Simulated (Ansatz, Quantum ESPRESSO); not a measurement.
# YHf (Pm-3m): phonons by linear response, part 3 of 4

How does YHf (Pm-3m) vibrate, and is this structure a minimum?

Quantum ESPRESSO 7.5; DFT LDA, scalar-relativistic, plane waves, JTH PAW pseudopotentials.

So far, lowest frequency on the path (cm⁻¹): step 7 (dispersion) -93.6. Also highest frequency (cm⁻¹): step 7 148. The relaxed cell has a = 3.647 Å (conventional setting).

The structure was built from a prototype and need not be the compound's stable phase.

## (8) Sums over the zone

Sums over the zone need many more wavevectors than were solved, so the interpolation is sampled on a dense mesh.

matdyn.in reads:

```
&input
   asr = 'simple'
   flfrc = 'x.fc'
   dos = .true.
   fldos = 'x.dos'
   nk1 = 12
   nk2 = 12
   nk3 = 12
   deltaE = 0.3
/
```

Command:

```bash
$ matdyn.x -in matdyn.in > matdyn.out
```

What it wrote:

```text
[banner, memory and clock lines left out]
Program MATDYN v.7.5

 mass for atomic type   1 not given; uses mass from file x.fc
 mass for atomic type   2 not given; uses mass from file x.fc
     Message from routine matdyn:
     Z* not found in file x.fc, TO-LO splitting at q=0 will be absent!

Note: The following floating-point exceptions are signalling: IEEE_UNDERFLOW_FLAG
```

Wall time 3.9 s (1 thread of Arm Neoverse V1, shared host).

This step gave:

```
share of modes beyond 3i cm⁻¹ on the dense interpolated mesh : 0.2752
```

The phonon density of states has structure finer than the step of the table below, so its rows give means over 10 cm⁻¹, whole bins alone (the curve runs from -93.6 to 148 cm⁻¹). Peaks (cm⁻¹: height): total -77.1: 0.0418, 60.9: 0.0429, 111.9: 0.0689, 117.9: 0.0928, 132.9: 0.0959; Hf -77.1: 0.0334, 60.9: 0.0366, 89.4: 0.00937, 135.9: 0.0221; Y 80.4: 0.0134, 111.9: 0.0611, 117.9: 0.0763, 132.9: 0.0739.

Tetrahedra. The phonon density of states by wavenumber; means over each step; values in 1/cm⁻¹/cell:

| wavenumber (cm⁻¹) | total | Hf | Y |
| --- | --- | --- | --- |
| -80 | 0.0345 | 0.0275 | 0.00701 |
| -70 | 0.0359 | 0.0288 | 0.00709 |
| -60 | 0.0269 | 0.0214 | 0.00547 |
| -50 | 0.0189 | 0.0150 | 0.00388 |
| -40 | 0.0146 | 0.0118 | 0.00282 |
| -30 | 0.00991 | 0.00817 | 0.00174 |
| -20 | 0.00684 | 0.00559 | 0.00124 |
| -10 | 0.00565 | 0.00465 | 0.00100 |
| 0 | 0.00545 | 0.00453 | 9.3e-4 |
| 10 | 0.00628 | 0.00513 | 0.00115 |
| 20 | 0.00828 | 0.00658 | 0.00170 |
| 30 | 0.0103 | 0.00813 | 0.00213 |
| 40 | 0.0150 | 0.0122 | 0.00289 |
| 50 | 0.0200 | 0.0168 | 0.00323 |
| 60 | 0.0335 | 0.0286 | 0.00490 |
| 70 | 0.0229 | 0.0187 | 0.00423 |
| 80 | 0.0154 | 0.00846 | 0.00696 |
| 90 | 0.0250 | 0.00607 | 0.0190 |
| 100 | 0.0319 | 0.00442 | 0.0275 |
| 110 | 0.0480 | 0.00654 | 0.0414 |
| 120 | 0.0726 | 0.0132 | 0.0594 |
| 130 | 0.0743 | 0.0164 | 0.0578 |
| 140 | 0.0442 | 0.0118 | 0.0324 |

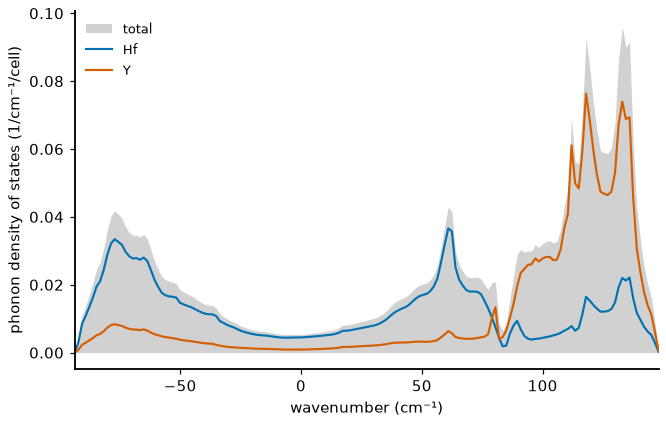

Phonon density of states, plotted against wavenumber.

## (9) Zone-centre analysis

A rigid shift of the crystal must cost nothing, but grids and finite bases break this; the acoustic sum rule is imposed before the matrix is diagonalised again.

dynmat.in reads:

```
&input
   fildyn = 'x.dyn1'
   asr = 'simple'
   fileig = 'dynmat.eig'
/
```

Command:

```bash
$ dynmat.x -in dynmat.in > dynmat.out
```

What it wrote:

```text
[banner, memory and clock lines left out]
Program DYNMAT v.7.5

     Reading Dynamical Matrix from file x.dyn1
     ...Force constants read
     ...epsilon and Z* not read (not found on file)
     A direction for q was not specified:TO-LO splitting will be absent

     Polarizability (A^3 units)
     multiply by 1.000000 for Clausius-Mossotti correction
         0.000000    0.000000    0.000000
         0.000000    0.000000    0.000000
         0.000000    0.000000    0.000000

     IR activities are in (D/A)^2/amu units

# mode   [cm-1]    [THz]      IR
    1     -0.00   -0.0000    0.0000
    2     -0.00   -0.0000    0.0000
    3      0.00    0.0000    0.0000
    4    148.37    4.4479    0.0000
    5    148.37    4.4479    0.0000
    6    148.37    4.4479    0.0000
```

Wall time 0.44 s (1 thread).

Unit eigenvectors of the mass-weighted matrix after the sum rule; no LO-TO term. The modes at Γ (shares of kinetic energy by element, %):

| mode | frequency (cm⁻¹) | symmetry | Hf % | Y % |
| --- | --- | --- | --- | --- |
| 1 | 0.0 | acoustic | 67 | 33 |
| 2 | 0.0 | acoustic | 67 | 33 |
| 3 | 0.0 | acoustic | 67 | 33 |
| 4 | 148.4 | T1u | 33 | 67 |
| 5 | 148.4 | T1u | 33 | 67 |
| 6 | 148.4 | T1u | 33 | 67 |

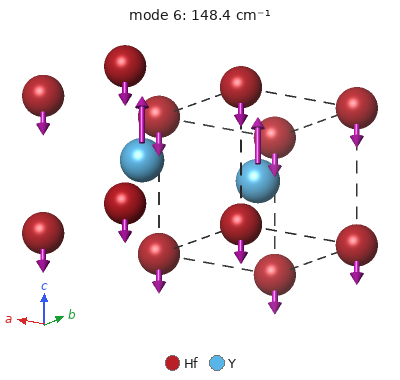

Displacement patterns of mode 6 at Γ; arrows are exaggerated. 2×1×1 cells are drawn. Some periodic images of atoms are drawn too.

The rule moves no optical mode by more than 0.1 cm⁻¹.

## (10) Sum rules set otherwise: a sum rule for molecules or wires on a crystal

This rule also removes rotations, which suits molecules and not a crystal; it is tried to see the harm.

dynmat.in reads:

```
&input
   fildyn = 'x.dyn1'
   asr = 'zero-dim'
   fileig = 'dynmat.eig'
/
```

Command:

```bash
$ dynmat.x -in dynmat.in > dynmat.out
```

What it wrote:

```text
[banner, memory and clock lines left out]
Program DYNMAT v.7.5

     Reading Dynamical Matrix from file x.dyn1
     ...Force constants read
     ...epsilon and Z* not read (not found on file)
     Acoustic Sum Rule: || Z*(ASR) - Z*(orig)|| =    0.000000E+00
     Acoustic Sum Rule: ||dyn(ASR) - dyn(orig)||=    2.797091E-01
     A direction for q was not specified:TO-LO splitting will be absent

     Polarizability (A^3 units)
     multiply by 1.000000 for Clausius-Mossotti correction
         0.000000    0.000000    0.000000
         0.000000    0.000000    0.000000
         0.000000    0.000000    0.000000

     IR activities are in (D/A)^2/amu units

# mode   [cm-1]    [THz]      IR
    1     -0.00   -0.0000    0.0000
    2     -0.00   -0.0000    0.0000
    3      0.00    0.0000    0.0000
    4      0.00    0.0000    0.0000
    5      0.00    0.0000    0.0000
    6    148.38    4.4483    0.0000
```

Elapsed: 0.44 s, on 1 thread.

The run ended normally, but on settings that are not sound.

The fault: a sum rule for molecules or wires on a crystal; 2 optical modes are projected out to zero frequency, as if they were rotations.

For a crystal the rule has to be 'simple' or 'crystal'.

Zone-centre frequencies as printed; negative means imaginary. Modes:

| mode | frequency (cm⁻¹) |
| --- | --- |
| 1 | 0 |
| 2 | 0 |
| 3 | 0 |
| 4 | 0 |
| 5 | 0 |
| 6 | 148.4 |

## (11) Sum rules set otherwise (asr no)

Without the rule the raw error of the acoustic modes shows.

dynmat.in reads:

```
&input
   fildyn = 'x.dyn1'
   asr = 'no'
   fileig = 'dynmat.eig'
/
```

Command:

```bash
$ dynmat.x -in dynmat.in > dynmat.out
```

What it wrote:

```text
[banner, memory and clock lines left out]
Program DYNMAT v.7.5

     Reading Dynamical Matrix from file x.dyn1
     ...Force constants read
     ...epsilon and Z* not read (not found on file)
     A direction for q was not specified:TO-LO splitting will be absent

     Polarizability (A^3 units)
     multiply by 1.000000 for Clausius-Mossotti correction
         0.000000    0.000000    0.000000
         0.000000    0.000000    0.000000
         0.000000    0.000000    0.000000

     IR activities are in (D/A)^2/amu units

# mode   [cm-1]    [THz]      IR
    1      1.93    0.0580    0.0000
    2      1.93    0.0580    0.0000
    3      1.93    0.0580    0.0000
    4    148.39    4.4485    0.0000
    5    148.39    4.4485    0.0000
    6    148.39    4.4485    0.0000
```

It took 0.44 s on 1 thread.

Zone-centre frequencies as printed; negative means imaginary. Modes:

| mode | frequency (cm⁻¹) |
| --- | --- |
| 1 | 1.93 |
| 2 | 1.93 |
| 3 | 1.93 |
| 4 | 148.4 |
| 5 | 148.4 |
| 6 | 148.4 |

Against the first rule no mode moves by more than 2.0 cm⁻¹.

## (12) The dispersion under another sum rule (asr no)

The sum rule corrects the force constants themselves, so it can shift branches at any wavevector, low ones most.

matdyn.in reads:

```
&input
   asr = 'no'
   flfrc = 'x.fc'
   flfrq = 'x.freq'
   flvec = 'x.modes'
   q_in_band_form = .true.
   q_in_cryst_coord = .true.
/
8
  0.0000000   0.0000000   0.0000000   8  ! GAMMA
  0.0000000   0.5000000   0.0000000   8  ! X
  0.5000000   0.5000000   0.0000000   8  ! M
  0.0000000   0.0000000   0.0000000   8  ! GAMMA
  0.5000000   0.5000000   0.5000000   8  ! R
  0.0000000   0.5000000   0.0000000   1  ! X
  0.5000000   0.5000000   0.5000000   8  ! R
  0.5000000   0.5000000   0.0000000   1  ! M
```

Command:

```bash
$ matdyn.x -in matdyn.in > matdyn.out
```

What it wrote:

```text
[banner, memory and clock lines left out]
Program MATDYN v.7.5

 mass for atomic type   1 not given; uses mass from file x.fc
 mass for atomic type   2 not given; uses mass from file x.fc
     Message from routine matdyn:
     Z* not found in file x.fc, TO-LO splitting at q=0 will be absent!
     Message from routine matdyn:
     Z* not found in file x.fc, TO-LO splitting at q=0 will be absent!

Note: The following floating-point exceptions are signalling: IEEE_UNDERFLOW_FLAG
```

Elapsed: 0.45 s, on 1 thread.

Numbers from this step:

```yaml
lowest_frequency_on_the_path: -93.54 cm⁻¹
```

At the labelled points the branches move by no more than 2.0 cm⁻¹.

## (13) A changed mass

Force constants don't depend on the masses, so an isotope effect costs no new response.

matdyn.in reads:

```
&input
   asr = 'simple'
   flfrc = 'x.fc'
   flfrq = 'x.freq'
   flvec = 'x.modes'
   q_in_band_form = .true.
   q_in_cryst_coord = .true.
   amass(1) = 178.49
   amass(2) = 177.812
/
8
  0.0000000   0.0000000   0.0000000   8  ! GAMMA
  0.0000000   0.5000000   0.0000000   8  ! X
  0.5000000   0.5000000   0.0000000   8  ! M
  0.0000000   0.0000000   0.0000000   8  ! GAMMA
  0.5000000   0.5000000   0.5000000   8  ! R
  0.0000000   0.5000000   0.0000000   1  ! X
  0.5000000   0.5000000   0.5000000   8  ! R
  0.5000000   0.5000000   0.0000000   1  ! M
```

Command:

```bash
$ matdyn.x -in matdyn.in > matdyn.out
```

What it wrote:

```text
[banner, memory and clock lines left out]
Program MATDYN v.7.5

     Message from routine matdyn:
     Z* not found in file x.fc, TO-LO splitting at q=0 will be absent!
     Message from routine matdyn:
     Z* not found in file x.fc, TO-LO splitting at q=0 will be absent!

Note: The following floating-point exceptions are signalling: IEEE_UNDERFLOW_FLAG
```

Run time: 0.45 s. Hardware: 1 thread.

Numbers from this step:

```
lowest frequency on the path : -86.25 cm⁻¹
```

Matdyn.x, sum rule simple. Phonon branches along the path, in cm⁻¹:

| point | branch 1 | branch 2 | branch 3 | branch 4 | branch 5 | branch 6 |
| --- | --- | --- | --- | --- | --- | --- |
| Γ | 0 | 0 | 0 | 121 | 121 | 121 |
| X | -18 | 73 | 73 | 78 | 78 | 86 |
| M | -86 | -86 | 55 | 91 | 105 | 105 |
| Γ | 0 | 0 | 0 | 121 | 121 | 121 |
| R | -58 | -58 | -58 | 64 | 64 | 64 |
| X | -18 | 73 | 73 | 78 | 78 | 86 |
| jump to R | -58 | -58 | -58 | 64 | 64 | 64 |
| M | -86 | -86 | 55 | 91 | 105 | 105 |

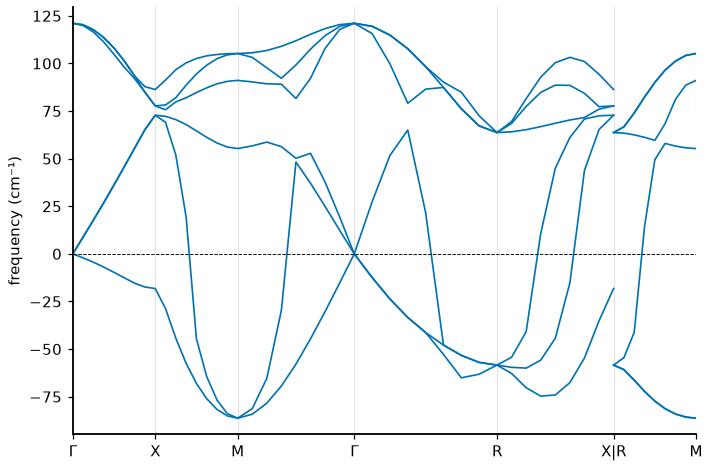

Phonon branches along the path.

The top of the path falls from 148 to 121 cm⁻¹, a ratio of 0.82; a mode of that atom alone would give 0.71.

[end of part 3 of 4]

[Host names and launcher messages were left out of these logs when they were recorded.]

[Logs are printed without paths, hosts, clocks, repeated set-up lines and the standing remarks that a program may print on its own settings, such as how far it seeks lower states.]

[Hosts, paths, dates, database ids (printed as entryN), source tags and the programs' standing remarks are cut or masked in the printed files.]
